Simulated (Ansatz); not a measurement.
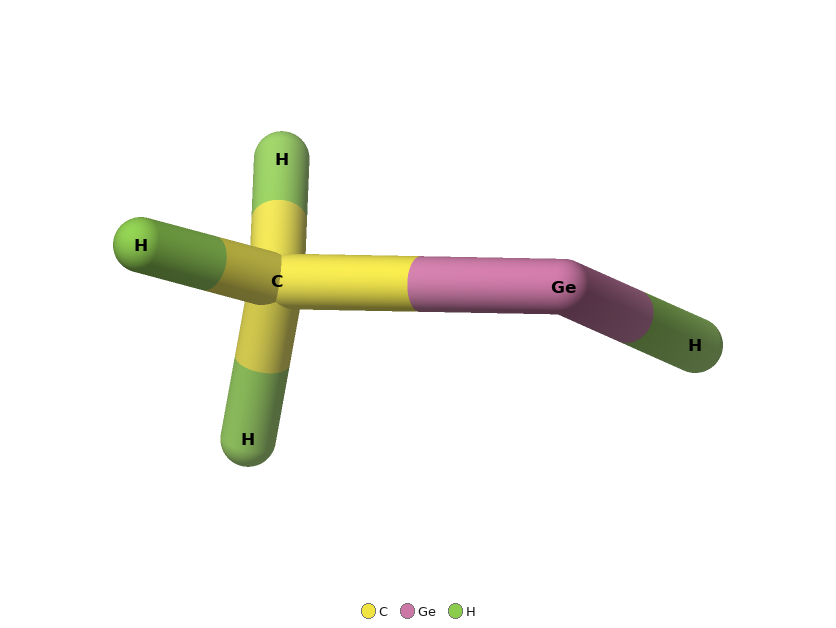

Rendered structure (stick style).

Computed geometry: PBE0-D4/def2-TZVP optimisation.

What does the picture show?

It has 6 atoms: 1 carbon, 4 hydrogen and 1 germanium (CH₄Ge). SMILES: `[CH3][GeH]`. The point group is Cs. Coordination: 1 C tetrahedral; 1 Ge bent.

The parts below concern this one geometry. Atoms keep their numbers from picture to picture.

**Shape**

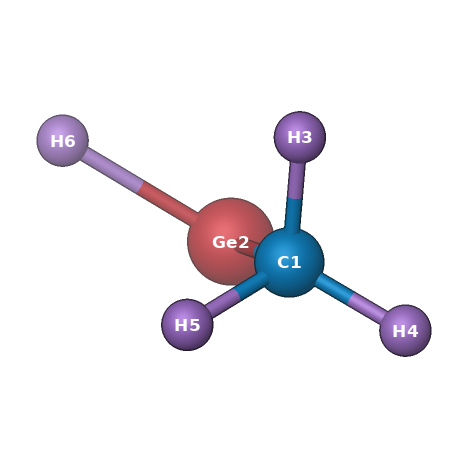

Ge2 lies behind C1. The molecule seen a little off the C1–Ge2 bond, C1 in front. Distant atoms are faded towards the background colour.

Question: What is the torsion angle H3–C1–Ge2–H6? The sign is positive where the front bond must turn clockwise to cover the back bond.

Answer: −59°, synclinal (gauche).

**Vibrations**

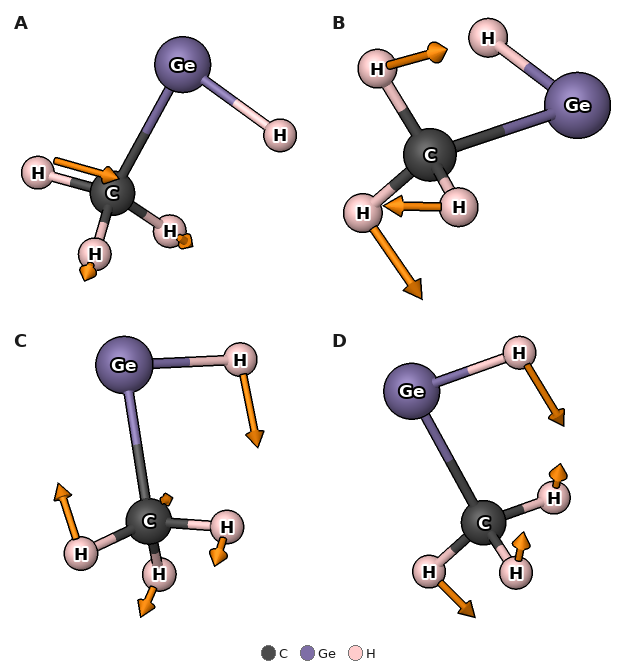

4 normal modes of one molecule or complex, as arrows. Harmonic vibrations computed with RKS PBE0-D4/def2-TZVP (Ansatz 0.2.0) at a stationary point of the same level.

Question: Match the panels to the wavenumbers 604 cm⁻¹, 886 cm⁻¹, 1427 cm⁻¹, 3151 cm⁻¹.

Answer: A: 3151 cm⁻¹, C–H stretching
B: 1427 cm⁻¹, H–C–H bending
C: 886 cm⁻¹, angle bending
D: 604 cm⁻¹, angle bending

**Electronic properties**

Properties computed with RKS PBE0-D4/def2-QZVPP (Ansatz 0.2.0).

Question: Estimate the HOMO energy (Kohn–Sham orbital).

Answer: −6.42 eV.

Question: Estimate the HOMO–LUMO gap.

Answer: 3.83 eV.

**Dipole moment**

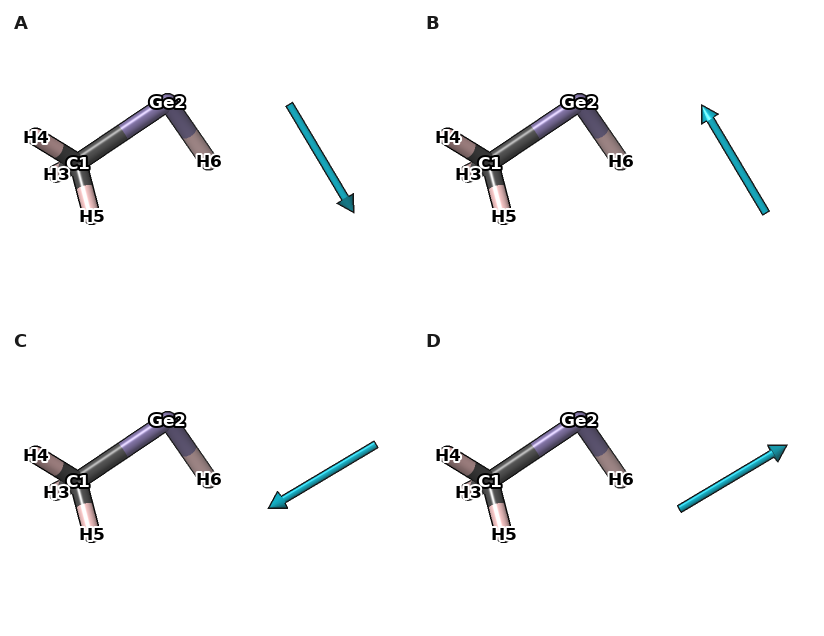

The same molecule four times, each with an arrow. Method: RKS PBE0-D4/def2-TZVP (Ansatz 0.2.0).

Question: Which arrow points along the dipole moment, from the negative to the positive end?

Answer: C. The dipole moment is 0.77 D; it points from the side of H6 to the side of H4 (the outermost atoms at the two ends).
